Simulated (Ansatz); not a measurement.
# Li2S: a point defect seen from the nuclei (Cs on a Li site), part 1 of 2

Wanted: the field gradients around Cs on a Li site in Li2S, cell charge 0, before and after the neighbours move. The cell is a supercell built from a computed entry of the Materials Project. Planned: a single point, then a relaxation.

Program: Ansatz 0.2.0. Level of theory: DFT, PBE, plane-wave PAW, default files, scalar-relativistic. These are calculated values, not measurements.

## 1. Starting point

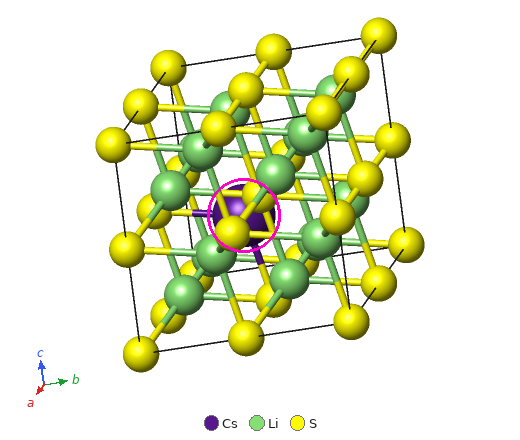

Start, viewed slightly off an axis; caesium purple, lithium green, sulfur yellow. Atoms on the faces are drawn again on the opposite ones. Atom 1 is ringed.

Structure file:

```cif
data_structure
_symmetry_space_group_name_H-M 'F-43m'
_symmetry_Int_Tables_number 216
_cell_length_a 11.3407
_cell_length_b 11.3407
_cell_length_c 11.3407
_cell_angle_alpha 90.000
_cell_angle_beta 90.000
_cell_angle_gamma 90.000
_cell_volume 1458.53
loop_
_atom_site_label
_atom_site_type_symbol
_atom_site_symmetry_multiplicity
_atom_site_Wyckoff_symbol
_atom_site_fract_x
_atom_site_fract_y
_atom_site_fract_z
_atom_site_occupancy
Cs1 Cs 4 d 0.75000 0.25000 0.25000 1
Li1 Li 24 f 0.00000 0.25000 0.50000 1
Li2 Li 4 c 0.75000 0.25000 0.75000 1
Li3 Li 4 a 0.50000 0.50000 0.00000 1
Li4 Li 24 g 0.75000 0.50000 0.25000 1
Li5 Li 4 b 0.50000 0.50000 0.50000 1
S1 S 16 e 0.37500 0.12500 0.37500 1
S2 S 16 e 0.37500 0.37500 0.62500 1
```

Atom 1 of the input is the impurity.

## 2. First run, atoms as given

Contents of input.yaml:

```yaml
crystal:
  lattice:
    - [0.0, 5.6703356858, 5.6703356858]
    - [5.6703356858, 0.0, 5.6703356858]
    - [5.6703356858, 5.6703356858, 0.0]
  atoms:
    - { symbol: Cs, position: [0.375, 0.375, 0.375] }
    - { symbol: Li, position: [0.375, 0.375, 0.875] }
    - { symbol: Li, position: [0.375, 0.875, 0.375] }
    - { symbol: Li, position: [0.375, 0.875, 0.875] }
    - { symbol: Li, position: [0.875, 0.375, 0.375] }
    - { symbol: Li, position: [0.875, 0.375, 0.875] }
    - { symbol: Li, position: [0.875, 0.875, 0.375] }
    - { symbol: Li, position: [0.875, 0.875, 0.875] }
    - { symbol: Li, position: [0.125, 0.125, 0.125] }
    - { symbol: Li, position: [0.125, 0.125, 0.625] }
    - { symbol: Li, position: [0.125, 0.625, 0.125] }
    - { symbol: Li, position: [0.125, 0.625, 0.625] }
    - { symbol: Li, position: [0.625, 0.125, 0.125] }
    - { symbol: Li, position: [0.625, 0.125, 0.625] }
    - { symbol: Li, position: [0.625, 0.625, 0.125] }
    - { symbol: Li, position: [0.625, 0.625, 0.625] }
    - { symbol: S, position: [0.0, 0.0, 0.0] }
    - { symbol: S, position: [0.0, 0.0, 0.5] }
    - { symbol: S, position: [0.0, 0.5, 0.0] }
    - { symbol: S, position: [0.0, 0.5, 0.5] }
    - { symbol: S, position: [0.5, 0.0, 0.0] }
    - { symbol: S, position: [0.5, 0.0, 0.5] }
    - { symbol: S, position: [0.5, 0.5, 0.0] }
    - { symbol: S, position: [0.5, 0.5, 0.5] }
kpoints:
  mp_grid: { grid: [3, 3, 3] }
scf:
  occupations: { method: fermi_dirac, width: 0.01 }
hamiltonian:
  xc: pbe
  pseudopotentials: { kind: paw }
output:
  forces: true
  stress: true
  populations: true
  efg:
    quadrupole_moments_barn: { Cs: -0.00343, Li: -0.0401, S: -0.0694 }
    contact_densities: true
```

The run is started by

```console
$ ansatz run input.yaml --threads 1 --pin off --max-ram 2560MiB --backend cpu --events-out ev --progress --plain --runs-dir out
```

Output:

```text
Warning: RAYON_NUM_THREADS=1 ignored (pool sized by the plan → 1); use --threads N
Cs: output.efg is read without spin–orbit coupling, which moves field gradients at and beside such atoms by some per cent and up to a factor of two; PAW files take it under magnetization.noncollinear and magnetization.spin_orbit
Engine: ansatz 0.2.0, aarch64-unknown-linux-gnu
Pseudopotentials: kind: paw
Pseudopotential: Cs, paw, valence charge 9, recommended cutoff 420 eV (normal), Cs.paw.azcp
Pseudopotential: Li, paw, valence charge 3, recommended cutoff 420 eV (normal), Li.paw.azcp
Pseudopotential: S, paw, valence charge 6, recommended cutoff 420 eV (normal), S.paw.azcp
Functional definition: PBE
  parameter kappa = 0.804
  parameter beta = 0.06672455060314922
  exchange = pbe_x(kappa = kappa, mu = beta*pi^2/3)
  correlation = pbe_c(beta = beta)
Crystal: 24 atoms, lattice volume = 364.633 Å³
Basis set: ecut = 420 eV, 7119 PW (Γ), exchange–correlation on 108×108×108 points (8 copies of the dense FFT grid, shifted against one another)
Bands: 75, of which v1, the nominal top of the filled ones, is band 51 counted from 1 (50 counted from 0)
Symmetry: 24 space group operations
Space group: F-43m (ITA 216), of the structure as read, at distance tolerance 7.1e-5 Å
k-points: 4 of 27 (time reversal used)
Non-local potential: Cs, projectors of the file, l = 0: 3, l = 1: 2, l = 2: 2, l = 3: 2
Non-local potential: Li, projectors of the file, l = 0: 3, l = 1: 2, l = 2: 1
Non-local potential: S, projectors of the file, l = 0: 2, l = 1: 2, l = 2: 2
PAW form: soft (Blöchl's): semilocal exchange-correlation on the pseudo side does not see the compensation charge
PAW one-centre angular grid: Cs, 194 points (default); XC on 64 Gauss nodes
PAW one-centre angular grid: Li, 110 points (default); XC on 64 Gauss nodes
PAW one-centre angular grid: S, 110 points (default); XC on 64 Gauss nodes
Initial density: superposition of atomic densities (neutral atoms: chi_scale 0, normalization atom), corrected by the library's trained network
Initial wavefunctions: pseudopotential atomic-orbital guess
Functional: x = pbe(κ = 0.804, μ = 0.2195149727645171), c = pbe(β = 0.06672455060314922)
SCF iter   1: F=—  HF=-15980.714513 eV  |F-HF|=—  |Δ(HF+E_count)|=         —  Δρ=2.18e-3  dr2=5.40e-2  ethr=1.77e-3  ⟨swp⟩=11.0  Hψ=1724  notcnv=0  defer=8
preconditioner: auto → Resta (q_TF=auto, 2.206 Å⁻¹)  ε∞=3.5  [insulator: Δε(μ)=2.248 eV  Ē_g=10.363 eV  σ=0.010 eV  W_gap=1.00  n_scr=58 (ndim 8)  ℏωp=16.3 eV  f_vac=0.000  D(μ)=0.00/eV (n_scr^D=0)  ε∞_Penn≈3.5]
SCF iter   2: F=—  HF=-15980.708092 eV  |F-HF|=—  |Δ(HF+E_count)|=   6.42e-3  Δρ=1.03e-3  dr2=9.67e-3  ethr=5.30e-5  ⟨swp⟩=2.5  Hψ=434  notcnv=0  defer=72
SCF iter   3: F=—  HF=-15980.708460 eV  |F-HF|=—  |Δ(HF+E_count)|=   3.68e-4  Δρ=3.65e-4  dr2=1.36e-3  ethr=9.48e-6  ⟨swp⟩=2.8  Hψ=353  notcnv=0  defer=72
SCF iter   4: F=—  HF=-15980.708246 eV  |F-HF|=—  |Δ(HF+E_count)|=   2.14e-4  Δρ=1.00e-4  dr2=1.21e-4  ethr=1.33e-6  ⟨swp⟩=2.0  Hψ=348  notcnv=0  defer=72
SCF iter   5: F=—  HF=-15980.708223 eV  |F-HF|=—  |Δ(HF+E_count)|=   2.29e-5  Δρ=3.63e-5  dr2=6.97e-6  ethr=1.18e-7  ⟨swp⟩=2.0  Hψ=323  notcnv=0  defer=72
SCF iter   6: F=—  HF=-15980.707137 eV  |F-HF|=—  |Δ(HF+E_count)|=   1.09e-3  Δρ=6.88e-6  dr2=2.30e-7  ethr=6.83e-9  ⟨swp⟩=2.0  Hψ=432  notcnv=0  defer=72
SCF iter   7: F=-15980.707138 eV  HF=-15980.707138 eV  |F-HF|=5.47e-9  |Δ(HF+E_count)|=   2.62e-7  Δρ=1.81e-6  dr2=1.53e-8  ethr=9.80e-11  ⟨swp⟩=13.8  Hψ=1660  notcnv=0
SCF 1 converged in 7 iterations: F = -15980.707138 eV  dr2 = 1.53e-8
SCF converged after 7 iterations
Free energy (F): -15980.707138 eV
Harris-Foulkes:  -15980.707138 eV  (|F-HF|=5.47e-9)
Internal energy: -15980.707138 eV  (E = F + TS)
E sigma→0 (E₀):  -15980.707138 eV
Fermi energy:    5.869578 eV
--- Per-component energies (eV) ---
  E_band       = -1287.715159
  E_kinetic    = 1375.561973
  E_local      = -3007.136925  (includes V_loc(G=0)·N_el)
  E_nonlocal   = -236.590106
  E_hartree    = 949.954534
  E_xc         = -1137.348045
  E_vxc        = -1066.779148  (∫ρ·V_xc dr)
  E_paw        = -10186.986707  (= ΣΔE_a)
  E_vpaw       = -252.682226  (= ΣTr[D̂ρ^β])
  E_aug_tail   = 0.000208  (compensation charges beyond the density's cutoff)
  E_ewald      = -3738.162070
  E_smearing   = -0.000000  (= −TS)
  E_closure    = 0.000000  (closes the sum)
  Σ components = -15980.707138   (vs F -15980.707138, Δ=0.00e0)
--- Forces (eV/Å), atoms counted from 1 ---
  atom   1  Cs     0.00000000     0.00000000    -0.00000000
  atom   2  Li     0.00000000    -0.00000000     0.19256391
  atom   3  Li     0.00000000     0.19256391    -0.00000000
  atom   4  Li    -0.19256391     0.00000000     0.00000000
  atom   5  Li     0.19256391    -0.00000000     0.00000000
  atom   6  Li     0.00000000    -0.19256391    -0.00000000
  atom   7  Li     0.00000000    -0.00000000    -0.19256391
  atom   8  Li     0.00000000    -0.00000000    -0.00000000
  atom   9  Li    -0.00000000     0.00000000    -0.00000000
  atom  10  Li    -0.00000000     0.00000000    -0.38029833
  atom  11  Li    -0.00000000    -0.38029833     0.00000000
  atom  12  Li     0.38029833     0.00000000    -0.00000000
  atom  13  Li    -0.38029833     0.00000000    -0.00000000
  atom  14  Li    -0.00000000     0.38029833     0.00000000
  atom  15  Li    -0.00000000    -0.00000000     0.38029833
  atom  16  Li     0.00000000    -0.00000000     0.00000000
  atom  17  S      0.02051396     0.02051396     0.02051396
  atom  18  S     -0.02051396    -0.02051396     0.02051396
  atom  19  S     -0.02051396     0.02051396    -0.02051396
  atom  20  S      3.47252398    -3.47252398    -3.47252398
  atom  21  S      0.02051396    -0.02051396    -0.02051396
  atom  22  S     -3.47252398     3.47252398    -3.47252398
  atom  23  S     -3.47252398    -3.47252398     3.47252398
  atom  24  S      3.47252398     3.47252398     3.47252398
  max |Σ_I F_I| component: 4.44e-16 eV/Å
--- Stress (GPa, compression-positive) ---
       11.018514       0.000000      -0.000000
        0.000000      11.018514       0.000000
       -0.000000       0.000000      11.018514
  P = ⅓ Tr σ = 11.0185 GPa (110.185 kbar)
--- PAW observables at the nuclei: V_zz in 10²¹ V/m², potentials from the cell's mean, atoms counted from 1 ---
  atom   1  Cs V_zz =    +0.000000   η = 0.0000   by run symmetry: forbidden   C_q = -0.0000 MHz
            electrostatic potential = -9374.347979 V   contact ρ = 1900671.687348 e/Å³
  atom   2  Li V_zz =    -0.035815   η = 0.3735   by run symmetry: allowed   C_q = +0.0347 MHz
            electrostatic potential = -166.796997 V   contact ρ = 94.503855 e/Å³
  atom   3  Li V_zz =    -0.035815   η = 0.3735   by run symmetry: allowed   C_q = +0.0347 MHz
            electrostatic potential = -166.796997 V   contact ρ = 94.503855 e/Å³
  atom   4  Li V_zz =    -0.035815   η = 0.3735   by run symmetry: allowed   C_q = +0.0347 MHz
            electrostatic potential = -166.796997 V   contact ρ = 94.503855 e/Å³
  atom   5  Li V_zz =    -0.035815   η = 0.3735   by run symmetry: allowed   C_q = +0.0347 MHz
            electrostatic potential = -166.796997 V   contact ρ = 94.503855 e/Å³
  atom   6  Li V_zz =    -0.035815   η = 0.3735   by run symmetry: allowed   C_q = +0.0347 MHz
            electrostatic potential = -166.796997 V   contact ρ = 94.503855 e/Å³
  atom   7  Li V_zz =    -0.035815   η = 0.3735   by run symmetry: allowed   C_q = +0.0347 MHz
            electrostatic potential = -166.796997 V   contact ρ = 94.503855 e/Å³
  atom   8  Li V_zz =    +0.000000   η = 0.0000   by run symmetry: forbidden   C_q = -0.0000 MHz
            electrostatic potential = -166.696369 V   contact ρ = 94.509394 e/Å³
  atom   9  Li V_zz =    -0.000000   η = 0.0000   by run symmetry: forbidden   C_q = +0.0000 MHz
            electrostatic potential = -166.694105 V   contact ρ = 94.512211 e/Å³
  atom  10  Li V_zz =    +0.059311   η = 0.2660   by run symmetry: allowed   C_q = -0.0575 MHz
            electrostatic potential = -166.568543 V   contact ρ = 94.529618 e/Å³
  atom  11  Li V_zz =    +0.059311   η = 0.2660   by run symmetry: allowed   C_q = -0.0575 MHz
            electrostatic potential = -166.568543 V   contact ρ = 94.529618 e/Å³
  atom  12  Li V_zz =    +0.059311   η = 0.2660   by run symmetry: allowed   C_q = -0.0575 MHz
            electrostatic potential = -166.568543 V   contact ρ = 94.529618 e/Å³
  atom  13  Li V_zz =    +0.059311   η = 0.2660   by run symmetry: allowed   C_q = -0.0575 MHz
            electrostatic potential = -166.568543 V   contact ρ = 94.529618 e/Å³
  atom  14  Li V_zz =    +0.059311   η = 0.2660   by run symmetry: allowed   C_q = -0.0575 MHz
            electrostatic potential = -166.568543 V   contact ρ = 94.529618 e/Å³
  atom  15  Li V_zz =    +0.059311   η = 0.2660   by run symmetry: allowed   C_q = -0.0575 MHz
            electrostatic potential = -166.568543 V   contact ρ = 94.529618 e/Å³
  atom  16  Li V_zz =    -0.000000   η = 0.0000   by run symmetry: forbidden   C_q = +0.0000 MHz
            electrostatic potential = -167.907599 V   contact ρ = 94.584394 e/Å³
  atom  17  S  V_zz =    -0.066803   η = 0.0000   by run symmetry: allowed   C_q = +0.1121 MHz
            electrostatic potential = -1631.076660 V   contact ρ = 19762.740861 e/Å³
  atom  18  S  V_zz =    -0.066803   η = 0.0000   by run symmetry: allowed   C_q = +0.1121 MHz
            electrostatic potential = -1631.076660 V   contact ρ = 19762.740861 e/Å³
  atom  19  S  V_zz =    -0.066803   η = 0.0000   by run symmetry: allowed   C_q = +0.1121 MHz
            electrostatic potential = -1631.076660 V   contact ρ = 19762.740861 e/Å³
  atom  20  S  V_zz =    -5.481641   η = 0.0000   by run symmetry: allowed   C_q = +9.1987 MHz
            electrostatic potential = -1631.754085 V   contact ρ = 19765.138447 e/Å³
  atom  21  S  V_zz =    -0.066803   η = 0.0000   by run symmetry: allowed   C_q = +0.1121 MHz
            electrostatic potential = -1631.076660 V   contact ρ = 19762.740861 e/Å³
  atom  22  S  V_zz =    -5.481641   η = 0.0000   by run symmetry: allowed   C_q = +9.1987 MHz
            electrostatic potential = -1631.754085 V   contact ρ = 19765.138447 e/Å³
  atom  23  S  V_zz =    -5.481641   η = 0.0000   by run symmetry: allowed   C_q = +9.1987 MHz
            electrostatic potential = -1631.754085 V   contact ρ = 19765.138447 e/Å³
  atom  24  S  V_zz =    -5.481641   η = 0.0000   by run symmetry: allowed   C_q = +9.1987 MHz
            electrostatic potential = -1631.754085 V   contact ρ = 19765.138447 e/Å³
--- Band table (eV) ---
  k-point 0: bands = ["-40.9630", "-40.9608", "-40.9608", "-40.9608", "-40.9607", "-40.9607", "-40.8225", "-40.8165", "-40.7140", "-40.7140", "-40.7140", "-40.7135", "-40.7135", "-40.7130", "-39.6810", "-16.1805", "-8.0453", "-8.0453", "-8.0453", "-7.6215", "-7.2704", "-7.2704", "-7.2704", "-6.7757", "-3.0784", "-3.0784", "-3.0784", "0.6257", "0.6257", "0.6257", "0.6431", "0.9726", "0.9726", "1.8108", "1.8108", "1.8108", "2.3098", "2.3098", "2.3098", "2.3748", "2.6323", "2.6323", "2.7489", "2.7489", "2.7489", "3.1397", "3.1397", "3.1397", "4.0305", "4.0305", "4.0305", "7.0298", "7.0298", "7.0298", "7.6261", "8.7472", "8.7472", "9.3476", "9.3476", "9.3476", "9.5195", "9.5195", "9.5195", "9.7978", "9.7978", "9.7978", "9.8165", "10.2300", "10.2300", "11.3274", "11.3274", "11.3274", "11.3625", "12.2366", "12.2366"]
  k-point 1: bands = ["-40.9625", "-40.9613", "-40.9608", "-40.9608", "-40.9607", "-40.9607", "-40.8225", "-40.8165", "-40.7139", "-40.7139", "-40.7139", "-40.7136", "-40.7136", "-40.7130", "-39.6810", "-16.1804", "-8.1070", "-8.0438", "-8.0438", "-7.5302", "-7.3285", "-7.2738", "-7.2738", "-6.7187", "-3.1577", "-3.0633", "-3.0633", "0.7508", "0.7508", "0.7887", "1.0468", "1.0867", "1.0867", "1.7101", "1.7101", "1.8290", "2.0075", "2.1623", "2.1623", "2.2447", "2.3012", "2.3012", "2.4712", "2.7054", "2.7054", "2.7581", "3.0106", "3.0106", "4.2289", "4.3456", "4.3456", "7.5477", "7.6486", "7.6486", "8.2561", "8.6653", "8.6653", "8.8970", "9.4632", "9.4632", "9.4690", "9.9029", "9.9029", "10.2644", "10.3313", "10.3313", "10.5676", "10.6352", "10.6352", "10.6537", "11.1115", "11.4304", "11.4304", "11.8281", "11.8281"]
  k-point 2: bands = ["-40.9624", "-40.9610", "-40.9610", "-40.9610", "-40.9609", "-40.9605", "-40.8225", "-40.8165", "-40.7140", "-40.7138", "-40.7138", "-40.7136", "-40.7135", "-40.7131", "-39.6810", "-16.1804", "-8.1143", "-8.0481", "-8.0481", "-7.5074", "-7.3550", "-7.2676", "-7.2676", "-6.7022", "-3.2038", "-3.0488", "-3.0488", "0.8307", "0.8307", "0.9040", "1.0106", "1.1435", "1.3042", "1.5740", "1.7401", "1.7401", "1.7928", "2.0756", "2.0913", "2.0913", "2.3531", "2.4352", "2.4352", "2.5914", "2.7373", "2.7587", "2.7587", "3.0416", "3.8778", "4.5831", "4.5831", "7.5082", "8.0037", "8.0037", "8.3339", "8.6612", "9.3908", "9.3908", "9.4116", "9.4166", "9.7689", "9.8973", "9.8973", "9.9635", "10.1761", "10.4036", "10.4036", "10.6130", "10.6532", "10.9558", "10.9558", "11.0635", "11.6362", "11.7231", "11.7786"]
  k-point 3: bands = ["-40.9620", "-40.9615", "-40.9612", "-40.9610", "-40.9607", "-40.9606", "-40.8225", "-40.8165", "-40.7140", "-40.7138", "-40.7137", "-40.7137", "-40.7137", "-40.7131", "-39.6810", "-16.1804", "-8.1262", "-8.0563", "-8.0452", "-7.4515", "-7.3913", "-7.2770", "-7.2722", "-6.6813", "-3.2337", "-3.0495", "-3.0364", "0.9601", "0.9641", "1.0655", "1.0705", "1.2678", "1.3728", "1.4026", "1.6218", "1.6318", "1.7674", "1.9646", "2.0608", "2.0940", "2.2890", "2.3051", "2.3959", "2.4321", "2.4562", "2.5490", "2.9485", "3.2164", "3.9411", "4.6195", "4.6955", "8.2101", "8.2770", "8.4568", "8.5508", "8.6338", "8.6592", "8.8183", "9.2567", "9.7179", "9.8504", "10.1085", "10.1484", "10.1650", "10.3229", "10.3613", "10.5012", "10.6430", "10.7518", "10.8467", "10.9211", "11.0822", "11.4116", "11.4218", "11.6134"]
--- Löwdin populations: 24 sites ---
  site symbol       q [e]
     0     Cs      7.9459
     1     Li      2.3525
     2     Li      2.3525
     3     Li      2.3525
     4     Li      2.3525
     5     Li      2.3525
     6     Li      2.3525
     7     Li      2.3511
     8     Li      2.3568
     9     Li      2.3514
    10     Li      2.3514
    11     Li      2.3514
    12     Li      2.3514
    13     Li      2.3514
    14     Li      2.3514
    15     Li      2.4161
    16      S      7.1342
    17      S      7.1342
    18      S      7.1342
    19      S      7.1375
    20      S      7.1342
    21      S      7.1375
    22      S      7.1375
    23      S      7.1375
  spilling = 0.015881 (of n_electrons = 102.000000)
```

Wall time 19 s (1 thread of Arm Neoverse V1, shared host); peak memory 0.58 GiB.

At the end: gap on the mesh 2.33 eV, largest force 6.015 eV/Å, pressure 11.0 GPa.

Like atoms gathered into sites:

```
site              atoms  distance from the defect (Å)  V_zz (10²¹ V/m²)     η     C_Q (MHz)
  Cs                  1                          0.00              0.00     –     0 (¹³³Cs)
 S20     20, 22, 23, 24                          2.46             -5.48  0.00    9.20 (³³S)
Li10  10, 11, 12, 13, …                          2.84             0.059  0.27  -0.058 (⁷Li)
 Li2      2, 3, 4, 5, …                          4.01            -0.036  0.37   0.035 (⁷Li)
 S17     17, 18, 19, 21                          4.70            -0.067  0.00   0.112 (³³S)
 Li9                  9                          4.91              0.00     –       0 (⁷Li)
Li16                 16                          4.91              0.00     –       0 (⁷Li)
 Li8                  8                          5.67              0.00     –       0 (⁷Li)
```

C_Q = eQV_zz/h, which is 24.18 MHz for Q = 1 b and V_zz = 10²¹ V/m²; η = (V_xx − V_yy)/V_zz. Q values from Pyykkö, Mol. Phys. 116, 1328 (2018).

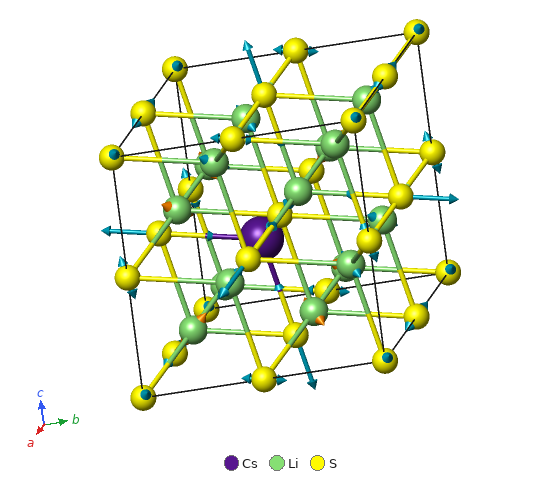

Double arrows mark the V_zz axes (orange positive, teal negative); their length grows with the root of |V_zz|.

(Continued in part 2 of 2.)
